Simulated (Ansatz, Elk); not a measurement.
# Bonding as seen by X-rays: BeAl2Ge2

Structure refinements treat a crystal as free atoms side by side. For a made-up structure of BeAl2Ge2 (cell and positions from a PBE relaxation) the runs below show what the calculated density changes in F(hkl).

Main program and level: Elk 11.2.3 (patched build); DFT, PBE, all-electron APW+lo, Dirac cores, scalar-relativistic bands, static density, no spin.

The structure was built from a prototype and need not be the compound's stable phase.

## 1. The starting structure

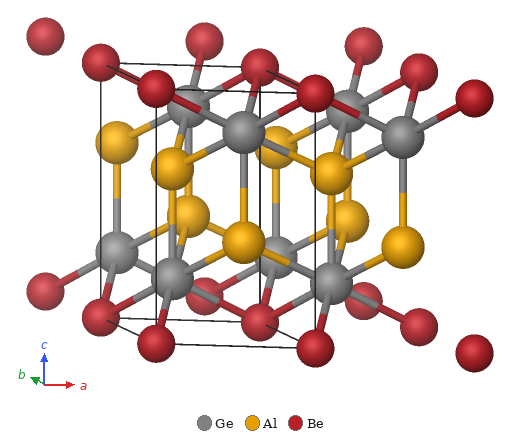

The cell as given, slightly off an axis (germanium grey, aluminium orange, beryllium red). 2×2×1 cells are drawn. Bonds to atoms that aren't drawn are left out. Some periodic images of atoms are drawn too.

## 2. Ground state and structure factors

An all-electron density is needed, since X-rays see the cores too. Task 0 finds the density and task 195 Fourier-transforms it; tshift is off so that phases refer to the origin typed.

Contents of elk.in:

```
tasks
  0
  195

xctype
  20

spinpol
  .false.

rgkmax
  7.0

gmaxvr
  14.0

lmaxo
  7

lmaxapw
  8

swidth
  0.002

tshift
  .false.

ramdisk
  .false.

hmaxvr
  5.5

maxscl
  120

epspot
  1e-06

sppath
  './'

avec
  7.52659747018 -0.00000000000 0.00000000000
  -3.76329873509 6.51822461324 -0.00000000000
  0.00000000000 -0.00000000000 12.05336271857

atoms
  3
  'Ge.in'
  2
  0.3333333333 0.6666666667 0.1930602272   0.000000 0.000000 0.000000
  0.6666666667 0.3333333333 0.8069397728   0.000000 0.000000 0.000000
  'Al.in'
  2
  0.3333333333 0.6666666667 0.6239936848   0.000000 0.000000 0.000000
  0.6666666667 0.3333333333 0.3760063152   0.000000 0.000000 0.000000
  'Be.in'
  1
  -0.0000000000 0.0000000000 -0.0000000000   0.000000 0.000000 0.000000

ngridk
  7 7 4
```

Run with:

```console
> OMP_NUM_THREADS=4 elk
```

Numbers of over 12 decimals in the logs are rounded to 6 here.

What it wrote:

```text
┌─────────────────────────┐
│ Elk code version 11.2.3 │
└─────────────────────────┘

All units are atomic (Hartree, Bohr, etc.)

┌─────────────────────────────────────────────────┐
│ Ground-state run starting from atomic densities │
└─────────────────────────────────────────────────┘

Lattice vectors :
   7.526597470      -0.000000000       0.000000000
  -3.763298735       6.518224613      -0.000000000
   0.000000000      -0.000000000       12.05336272

Reciprocal lattice vectors :
  0.8347975738      0.4819706040       0.000000000
   0.000000000      0.9639412079       0.000000000
   0.000000000       0.000000000      0.5212806960

Unit cell volume      :    591.3386124
Brillouin zone volume :   0.4194723771

Muffin-tin inner radius fraction :   0.1000000000E-01

Nuclei treated as point charges

Species : 1 (Ge)
 parameters loaded from : Ge.in
 name : germanium
 nuclear charge    :   -32.00000000
 electronic charge :    32.00000000
 atomic mass :    132414.6196
 muffin-tin radius :    2.400000000
 number of radial points in muffin-tin :    993
 inner part over the whole radius :   0.9906635991E-02
 number on inner part of muffin-tin    :    702
 approximate nuclear radius :   0.7637961215E-04
 number of mesh points to nuclear radius :    340
 atomic positions (lattice), magnetic fields (Cartesian) :
  1 :   0.33333333 -0.33333333  0.19306023    0.00000000  0.00000000  0.00000000
  2 :  -0.33333333  0.33333333 -0.19306023    0.00000000  0.00000000  0.00000000

Species : 2 (Al)
 parameters loaded from : Al.in
 name : aluminium
 nuclear charge    :   -13.00000000
 electronic charge :    13.00000000
 atomic mass :    49184.33496
 muffin-tin radius :    2.200000000
 number of radial points in muffin-tin :    793
 inner part over the whole radius :   0.9821194981E-02
 number on inner part of muffin-tin    :    552
 approximate nuclear radius :   0.5839653600E-04
 number of mesh points to nuclear radius :    244
 atomic positions (lattice), magnetic fields (Cartesian) :
  1 :   0.33333333 -0.33333333 -0.37600632    0.00000000  0.00000000  0.00000000
  2 :  -0.33333333  0.33333333  0.37600632    0.00000000  0.00000000  0.00000000

Species : 3 (Be)
 parameters loaded from : Be.in
 name : beryllium
 nuclear charge    :   -4.000000000
 electronic charge :    4.000000000
 atomic mass :    16428.20280
 muffin-tin radius :    1.800000000
 number of radial points in muffin-tin :    593
 inner part over the whole radius :   0.9826427374E-02
 number on inner part of muffin-tin    :    403
 approximate nuclear radius :   0.4290726161E-04
 number of mesh points to nuclear radius :    156
 atomic positions (lattice), magnetic fields (Cartesian) :
  1 :   0.00000000  0.00000000  0.00000000    0.00000000  0.00000000  0.00000000

Total number of atoms per unit cell :    5
Total muffin-tin volume :    229.4451723
 ratio of muffin-tin to unit cell volume :   0.3880097924

Spin treatment :
 spin-unpolarised

Number of Bravais lattice symmetries :   24
Number of crystal symmetries         :   12
Crystal has inversion symmetry
Real symmetric eigensolver will be used

k-point grid :      7     7     4
k-point offset :    0.000000000       0.000000000       0.000000000
k-point set is reduced with full crystal symmetry group
Total number of k-points :       28

Muffin-tin radius times maximum |G+k| :    7.000000000
 using average radius
Maximum |G+k| for APW functions       :    3.181818182
Maximum (1/2)|G+k|²                   :    5.061983471
Maximum |G| for potential and density :    14.00000000
Constant for pseudocharge density :    8
 order of it for each species :   15  15  15
 order of it for pair densities of each species (exact exchange by exxq0 0: 16) :   12  10   5
Radial integration step length :    1

G-vector grid sizes :     35    35    54
Number of G-vectors :    27377

Maximum angular momentum used for
 APW functions            :    8
 outer part of muffin-tin :    7
 inner part of muffin-tin :    2

Total nuclear charge    :   -94.00000000
[...]
Density of states at Fermi energy :    26.77872403
 (states/Hartree/unit cell)

Estimated indirect band gap :   0.5360210683E-02
 from k-point 4 to k-point 7
Estimated direct band gap   :   0.2002168413E-01
 at k-point 21

Charges :
 core                        :    46.00000000
 valence                     :    48.00000000
 interstitial                :    7.772979334
 muffin-tins (core leakage)
  species : 1 (Ge)
   atom 1                    :    30.62059257     (  0.3456451475E-03)
[...]
species : 2 (Al)
[...]
species : 3 (Be)
[...]
total in muffin-tins        :    86.22702067
 total calculated charge     :    93.99738025
 total charge                :    94.00000000
 error                       :   0.2619745074E-02

RMS change in Kohn-Sham potential (target) :    3.700742032     (  0.1000000000E-05)
Absolute change in total energy (target)   :    2.622897070     (  0.1000000000E-03)

[... loops 3 to 15 left out ...]

┌──────────────────┐
│ Loop number : 16 │
└──────────────────┘

Energies :
 Fermi                       :     0.228142
 sum of occupied eigenvalues :     -2681.9119836128
 electron kinetic            :      4788.0879578603
 core electron kinetic       :      4347.7830178695
 Coulomb                     :     -9287.0030157393
 Coulomb potential           :     -7210.7440369285
 nuclear-nuclear             :     -610.34460421791
 electron-nuclear            :     -10154.336583012
 Hartree                     :      1477.6781714910
 Madelung                    :     -5681.6309972750
 xc potential                :     -259.25590454456
 exchange                    :     -195.35188327631
 correlation                 :     -4.285411
 electron entropic           :    -0.35473342263972E-03
 total energy                :     -4698.5527064859

Density of states at Fermi energy :    24.35979836
 (states/Hartree/unit cell)

Estimated indirect band gap :   0.4944389489E-02
 from k-point 15 to k-point 4
Estimated direct band gap   :   0.8386294877E-02
 at k-point 4

Charges :
 core                        :    46.00000000
 valence                     :    48.00000000
 interstitial                :    7.751560626
 muffin-tins (core leakage)
  species : 1 (Ge)
[...]
species : 2 (Al)
[...]
species : 3 (Be)
[...]
total in muffin-tins        :    86.24843937
 total calculated charge     :    93.99745571
 total charge                :    94.00000000
 error                       :   0.2544286569E-02

RMS change in Kohn-Sham potential (target) :   0.2784726147E-06 (  0.1000000000E-05)
Absolute change in total energy (target)   :   0.2897558261E-05 (  0.1000000000E-03)

Convergence targets achieved

┌──────────────────┐
│ Loop number : 17 │
└──────────────────┘

Energies :
 Fermi                       :     0.228142
 sum of occupied eigenvalues :     -2681.9119828232
 electron kinetic            :      4788.0879576956
 core electron kinetic       :      4347.7830177576
 Coulomb                     :     -9287.0030150848
 Coulomb potential           :     -7210.7440364016
 nuclear-nuclear             :     -610.34460421791
 electron-nuclear            :     -10154.336582183
 Hartree                     :      1477.6781713165
 Madelung                    :     -5681.6309968840
 xc potential                :     -259.25590411715
 exchange                    :     -195.35188326716
 correlation                 :     -4.285411
 electron entropic           :    -0.35473341365176E-03
 total energy                :     -4698.5527059878

Density of states at Fermi energy :    24.35979842
 (states/Hartree/unit cell)

Estimated indirect band gap :   0.4944389410E-02
 from k-point 15 to k-point 4
Estimated direct band gap   :   0.8386299587E-02
 at k-point 4

Charges :
 core                        :    46.00000000
 valence                     :    48.00000000
 interstitial                :    7.751560587
 muffin-tins (core leakage)
  species : 1 (Ge)
[...]
species : 2 (Al)
   atom 1                    :    11.21396399     (  0.4691563727E-03)
   atom 2                    :    11.21396399     (  0.4691563727E-03)
  species : 3 (Be)
   atom 1                    :    2.600228699     (  0.1084732573E-02)
 total in muffin-tins        :    86.24843941
 total calculated charge     :    93.99745571
 total charge                :    94.00000000
 error                       :   0.2544286507E-02

┌──────────────────────────────┐
│ Self-consistent loop stopped │
└──────────────────────────────┘

Warning : core states of species 1 leak from the muffin-tin :   0.3376428796E-03

Warning : core states of species 2 leak from the muffin-tin :   0.4691563727E-03

Warning : core states of species 3 leak from the muffin-tin :   0.1084732573E-02

Wrote STATE.OUT
```

The job ended after 23 s (4 threads of Arm Neoverse V2, shared host; peak memory 0.17 GiB).

SFACRHO.OUT:

```text

h k l indices transformed by vhmat matrix:
   1.000000000       0.000000000       0.000000000    
   0.000000000       1.000000000       0.000000000    
   0.000000000       0.000000000       1.000000000    

      h      k      l  multipl.   |H|            Re(F)            Im(F)           |F|

      0      0      0      1   0.0000000       93.999998     -0.45680577E-16   93.999998    
      0      0     -1      2  0.52128070       7.8673435     -0.61406158E-17   7.8673435    
      1     -1      0      6  0.96394121      -35.506344      0.13500278E-17   35.506344    
      0      0      2      2   1.0425614      -38.600322      0.18467700E-13   38.600322    
     -1      1     -1      6   1.0958632       31.867109      0.30676260E-14   31.867109    
      1     -1     -1      6   1.0958632      -31.965754     -0.10773182E-13   31.965754    
      0      1     -2      6   1.4199003      -23.081671     -0.35934947E-14   23.081671    
     -1      0      2      6   1.4199003       64.560054     -0.20558286E-14   64.560054    
      0      0      3      2   1.5638421      -28.745482      0.23589763E-13   28.745482    
     -1      2      0      6   1.6695951       65.740427     -0.23637941E-15   65.740427    
     -1      2     -1     12   1.7490802       6.2488798     -0.41083201E-14   6.2488798    
      0     -1     -3      6   1.8370587      -12.722849     -0.14360084E-13   12.722849    
     -1      0     -3      6   1.8370587       45.023497      0.40001129E-13   45.023497    
     -2      0      0      6   1.9278824      -28.390107     -0.26682290E-13   28.390107    
      2     -1     -2     12   1.9683704      -31.481784      0.10491352E-17   31.481784    
      2      0     -1      6   1.9971140      -26.697720      0.15136351E-13   26.697720    
     -2      0     -1      6   1.9971140       25.566669      0.22551857E-13   25.566669    
      0      0      4      2   2.0851228      -7.7577124      0.54327584E-14   7.7577124
```

Elk indexes on the primitive cell of elk.in and gives |H| = 4π sin θ/λ in inverse bohr. Below, one row stands for each form hkl of the conventional cell (m members, Friedel mates merged), F is for one primitive cell and the density is static (no thermal factor). Free-atom factors are Waasmaier and Kirfel's, and R is Σm||F|−|F'||/Σm|F|.

```tsv
hkl	m	sin θ/λ (Å⁻¹)	abs F, DFT	neutral atoms	diff.
001	2	0.078	7.867	7.867	-0.000
100	6	0.145	35.506	35.347	+0.160
002	2	0.157	38.600	38.438	+0.162
011	6	0.165	31.867	31.608	+0.259
101	6	0.165	31.966	31.905	+0.061
102	6	0.213	23.082	23.204	-0.123
012	6	0.213	64.560	64.786	-0.226
003	2	0.235	28.745	28.837	-0.092
110	6	0.251	65.740	66.259	-0.518
111	12	0.263	6.249	6.334	-0.085
013	6	0.276	12.723	12.867	-0.145
103	6	0.276	45.023	45.362	-0.338
200	6	0.290	28.390	28.751	-0.360
112	12	0.296	31.482	31.731	-0.250
021	6	0.300	26.698	26.808	-0.111
201	6	0.300	25.567	25.883	-0.316
004	2	0.314	7.758	7.719	+0.039
022	6	0.330	19.623	19.609	+0.015
```

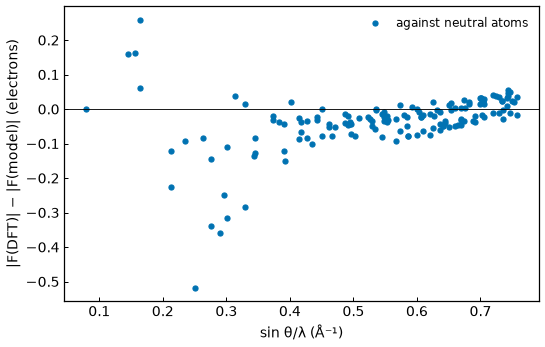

Difference between the calculated structure factors and the independent-atom ones.

## 3. The highest occupied states alone

An energy window below the Fermi level keeps the highest occupied states, to see at which angles they scatter; shallow core shells can lie inside it and anion s states outside. No new self-consistency is needed.

Edit elk.in of step 2 so:

```diff
@@ -1,3 +1,2 @@
 tasks
-  0
   195
@@ -40,2 +39,5 @@
 
+wsfac
+  -0.139350 0.528140
+
 sppath
```

Run with:

```console
> OMP_NUM_THREADS=4 elk
```

What it wrote:

```text
┌─────────────────────────────────┐
│ Elk code version 11.2.3 started │
└─────────────────────────────────┘

Info(readinput): the functional depends on the density's gradient
 muffin-tin radial points multiplied by    2.00000
 (not where nrmtscf is given)

┌────────────────────┐
│ Current task : 195 │
└────────────────────┘

Info(sfacrho): density structure factors written to SFACRHO.OUT

 Energy window :  -0.1393500000      0.5281400000

┌──────────────────┐
│ Elk code stopped │
└──────────────────┘
```

Run time: 7.4 s. Hardware: 4 threads; peak memory 0.16 GiB; 8.6 s of CPU time.

States within 10 eV below the Fermi level hold 14.66 electrons; any levels below the window count with the cores, and a count that is not whole means the window cuts a band. Their amplitudes can exceed the total, where window and core parts have opposite phase:

```tsv
hkl	sin θ/λ (Å⁻¹)	abs F, window	abs F, all
001	0.078	0.548	7.867
100	0.145	1.436	35.506
002	0.157	1.142	38.600
011	0.165	1.505	31.867
101	0.165	0.516	31.966
102	0.213	0.098	23.082
012	0.213	0.762	64.560
003	0.235	0.231	28.745
110	0.251	0.221	65.740
111	0.263	0.061	6.249
```

## 4. Another functional

The difference from free atoms is small, so it is set against the change that PBEsol makes.

Edit elk.in of step 3 so:

```diff
@@ -1,2 +1,3 @@
 tasks
+  0
   195
@@ -4,3 +5,3 @@
 xctype
-  20
+  22
 
@@ -39,5 +40,2 @@
 
-wsfac
-  -0.139350 0.528140
-
 sppath
```

Run with:

```console
> OMP_NUM_THREADS=4 elk
```

What it wrote:

```text
┌─────────────────────────┐
│ Elk code version 11.2.3 │
└─────────────────────────┘

All units are atomic (Hartree, Bohr, etc.)

┌─────────────────────────────────────────────────┐
│ Ground-state run starting from atomic densities │
└─────────────────────────────────────────────────┘

Lattice vectors :
   7.526597470      -0.000000000       0.000000000
  -3.763298735       6.518224613      -0.000000000
   0.000000000      -0.000000000       12.05336272

Reciprocal lattice vectors :
  0.8347975738      0.4819706040       0.000000000
[...]
species : 3 (Be)
   atom 1                    :    2.592785390     (  0.1123489558E-02)
 total in muffin-tins        :    86.24746779
 total calculated charge     :    93.99738549
 total charge                :    94.00000000
 error                       :   0.2614510735E-02

┌──────────────────────────────┐
│ Self-consistent loop stopped │
└──────────────────────────────┘

Warning : core states of species 1 leak from the muffin-tin :   0.3425100945E-03

Warning : core states of species 2 leak from the muffin-tin :   0.4791131016E-03

Warning : core states of species 3 leak from the muffin-tin :   0.1123489558E-02

Wrote STATE.OUT
[key lines of the parts left out:]
total energy                :     -4694.4680203143
```

It took 24 s on 4 threads; peak memory 0.17 GiB; 67 s of CPU time.

Against the first run R = 0.04 %; the largest change is -0.028 at 300.

## 5. Basis size

A smaller basis shows how fast F responds to it; the change is likely larger than the basis error of the first run, but doesn't show convergence.

Edit elk.in of step 4 so:

```diff
@@ -5,3 +5,3 @@
 xctype
-  22
+  20
 
@@ -11,3 +11,3 @@
 rgkmax
-  7.0
+  5.5
```

Run with:

```console
> OMP_NUM_THREADS=4 elk
```

What it wrote:

```text
┌─────────────────────────┐
│ Elk code version 11.2.3 │
└─────────────────────────┘

All units are atomic (Hartree, Bohr, etc.)

┌─────────────────────────────────────────────────┐
│ Ground-state run starting from atomic densities │
└─────────────────────────────────────────────────┘

Lattice vectors :
   7.526597470      -0.000000000       0.000000000
  -3.763298735       6.518224613      -0.000000000
   0.000000000      -0.000000000       12.05336272

Reciprocal lattice vectors :
  0.8347975738      0.4819706040       0.000000000
[...]
species : 3 (Be)
   atom 1                    :    2.593209251     (  0.1082678120E-02)
 total in muffin-tins        :    86.21649119
 total calculated charge     :    93.99740923
 total charge                :    94.00000000
 error                       :   0.2590766413E-02

┌──────────────────────────────┐
│ Self-consistent loop stopped │
└──────────────────────────────┘

Warning : core states of species 1 leak from the muffin-tin :   0.3391220495E-03

Warning : core states of species 2 leak from the muffin-tin :   0.4695357390E-03

Warning : core states of species 3 leak from the muffin-tin :   0.1082678120E-02

Wrote STATE.OUT
[key lines of the parts left out:]
total energy                :     -4698.5208579040
```

It took 19 s on 4 threads; peak memory 0.16 GiB.

Against the first run R = 0.01 %; the largest change is +0.024 at 005.

## 6. Settings against the effect

```tsv
run	R against the first run (%)	R against neutral atoms, low angle (%)	wall time
PBE, rgkmax 7	0.00	0.67	23 s
PBEsol	0.04	0.68	24 s
rgkmax 5.5	0.01	0.66	19 s
```

## 7. Results

- R against neutral atoms, sin θ/λ < 0.3 Å⁻¹: 0.67 %
- R against neutral atoms, 0.3 to 0.76 Å⁻¹: 0.21 %

What this shows: Independent neutral atoms miss the calculated amplitudes by R = 0.67 % below 0.3 Å⁻¹ and 0.21 % from there to 0.76 Å⁻¹; by shells, 0.42 % below 0.15 Å⁻¹ (2 forms), 0.69 % 0.15 to 0.3 (12 forms), 0.30 % 0.3 to 0.45 (26 forms), 0.18 % above 0.45 (109 forms). Bonding, aspherical density and the tables' own atoms all enter these figures, and the runs don't part them. The largest change of an amplitude is -0.52 electrons, at 110. The window's part falls from 14.7 electrons at the origin to at most 0.26 between 0.45 and 0.76 Å⁻¹. Below 0.3 Å⁻¹ the changes that finished (PBEsol and rgkmax 5.5) move F by R = 0.02 % at most, against the 0.67 % that separates it from free atoms. The k-mesh has no finished test. Part of the difference isn't bonding: the tables are fits to free atoms and ions calculated by other methods than this functional. Thermal motion, anomalous dispersion and extinction are left out.

[Logs are printed without paths, hosts, clocks, repeated set-up lines and the standing remarks that a program may print on its own settings, such as how far it seeks lower states.]

[Hosts, paths, dates, database ids (printed as entryN), source tags and the programs' standing remarks are cut or masked in the printed files.]
